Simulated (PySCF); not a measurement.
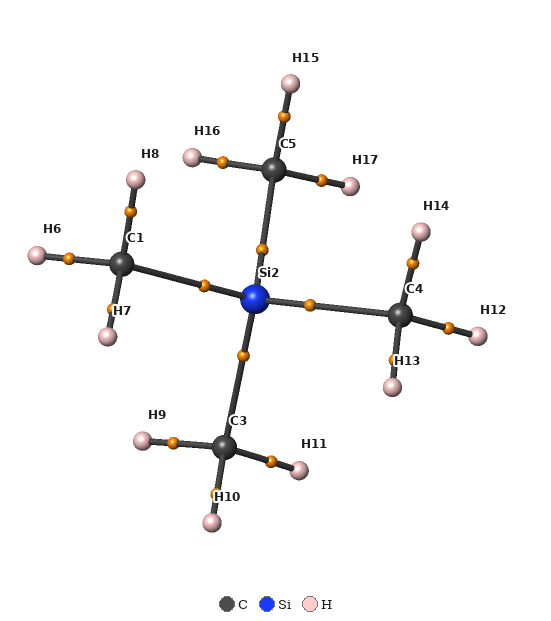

*C4H12Si, SMILES `C[Si](C)(C)C`. Molecular graph of the electron density (QTAIM): bond paths, bond critical points (orange), ring points (yellow, if any); weak paths are dashed.*

Method: B3LYP/aug-cc-pVDZ; geometry: GFN2-xTB; program: PySCF. No frequency check shows the geometry to be a minimum.

Geometry (Å), atoms numbered from 1:

```
C1      -1.3548   -0.0683    1.3427
Si2      0.0004   -0.0002   -0.0000
C3       0.1648   -1.7117   -0.8294
C4       1.6643    0.4818    0.8024
C5      -0.4725    1.2996   -1.3162
H6      -2.3151   -0.3523    0.9214
H7      -1.1221   -0.8108    2.1017
H8      -1.4825    0.8936    1.8268
H9      -0.7654   -2.0121   -1.3040
H10      0.4214   -2.4793   -0.1047
H11      0.9365   -1.7111   -1.5912
H12      2.4626    0.5182    0.0663
H13      1.9597   -0.2301    1.5631
H14      1.6100    1.4570    1.2733
H15     -0.5857    2.2859   -0.8757
H16     -1.4239    1.0612   -1.7835
H17      0.2880    1.3732   -2.0899
```

### How many critical points of each kind are there, and does the count close?

17 nuclei, 16 bond, 0 ring and 0 cage critical points: 17 − 16 + 0 − 0 = 1, as the Poincaré–Hopf relation requires.

### What does the calculation give at each kind of bond critical point?

```csv
bond,length (Å),ρ (a.u.),∇²ρ (a.u.),ε,H (a.u.)
C4–H13 (4 alike),1.083,0.273,−0.95,0.03,−0.290
C5–H15 (8 alike),1.086,0.272,−0.94,0.03,−0.287
C1–Si2 (4 alike),1.909,0.108,+0.29,0.00,−0.052
```

### What kind of interaction is C4–H13?

Shared-shell (covalent): ρ = 0.273, ∇²ρ = −0.95, H = −0.290 a.u.

Run time: 15 s on 1 thread of AMD EPYC 9R45 96-Core Processor (Zen 5) (shared host), peak memory 0.87 GiB.
